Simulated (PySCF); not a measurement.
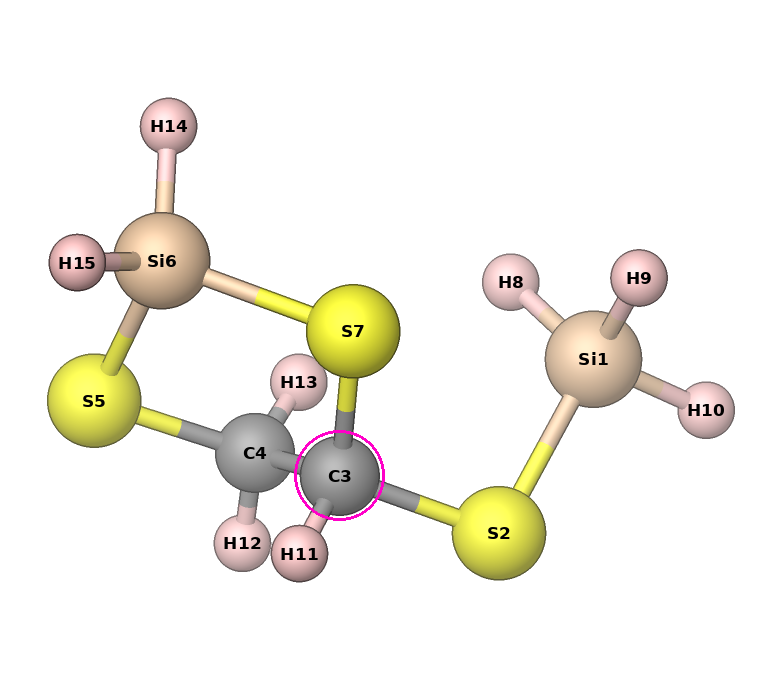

Atoms fade into the background with distance from the viewer. Circles mark the stereogenic atoms. The computed structure is the end point of a PBE0-D3(BJ)/def2-SVP optimisation. No frequency run is at hand to confirm it as a minimum.

Q: What are the Cahn–Ingold–Prelog descriptors?

A: C3: S (priorities S7 > S2 > C4 > H11).
